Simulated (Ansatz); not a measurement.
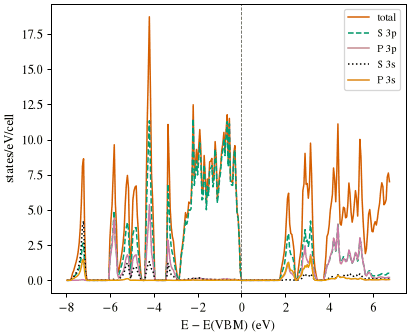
Fig. 1. Total and projected density of states of LiPS$_{3}$ in space group C2/m (No. 12; Pearson symbol mS20), plane-wave PAW PBE (Ansatz code)

Q: Which orbitals carry the states next to the gap?

A: Top 1 eV of the valence band: S 3p 96 %. Bottom 1 eV of the conduction band: S 3p 52 %, P 3s 20 %, P 3p 17 %, outside the projected shells 9 %. Projections are on Löwdin-orthogonalised atomic valence shells; empty p or d shells of many metals are not among them.

Q: Where is the tallest occupied peak in this window, and what makes it?

A: Near -4.2 eV, about 19 states/eV per cell; the largest projected share is S 3p.

The workflow started from an entry of the Crystallography Open Database (COD). Whether it is the stable phase at ambient conditions was not checked. The cell was relaxed with PBE under the symmetry of its start; its stability against distortions is not shown here.

Potentials: the later of the program's two PAW sets.
